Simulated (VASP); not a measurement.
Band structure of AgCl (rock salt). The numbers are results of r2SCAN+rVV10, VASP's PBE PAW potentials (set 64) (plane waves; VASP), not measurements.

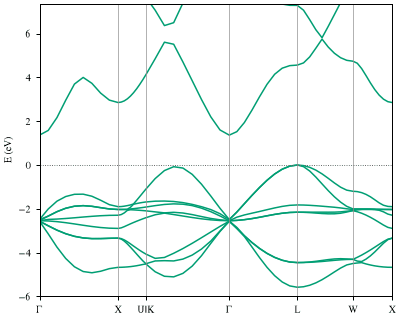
Figure. Bands along high-symmetry lines, zero at the valence-band maximum or, without a gap, the Fermi level

Problem. Read the plot: is there a gap, and where are the band edges?

Solution. The gap is indirect, 1.37 eV, from the valence maximum at L to the conduction minimum at Γ.

The compound is AgCl in the rock salt structure. It was relaxed first.
